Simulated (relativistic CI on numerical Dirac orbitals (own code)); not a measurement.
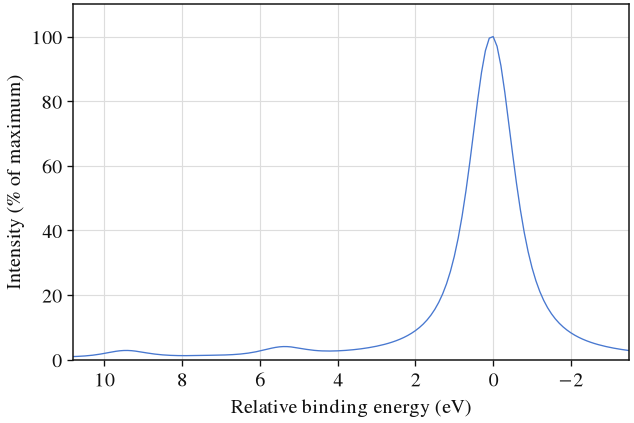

1s photoemission of nominal V²⁺ (d³) with U_dd = 4.7, U_pd = 3.6, 10Dq = 0.45 (ligand 0.9), V(eg) = 3.05, V(t2g) = −1.62 eV, final-state hopping scaled by 0.8. Charge-transfer multiplet model of a cubic metal–ligand cluster, up to 2 ligand holes (L), atomic integrals computed for Dirac–Coulomb–Breit ions and scaled by 0.9, 300 K, Voigt broadening (Lorentzian 1.1 eV, Gaussian 0.6 eV). Energies are counted from the highest peak in the lower part of the range.

Q: Estimate the charge-transfer energy Δ and the make-up of the ground state.

A: Δ = 4.2 eV, close to U_dd. The ground state is 46 % d³, 46 % d⁴L and 9 % d⁵L², with 3.63 d electrons and S = 1.50. The main maxima lie at 0.0 eV (100), heights in % of the largest.
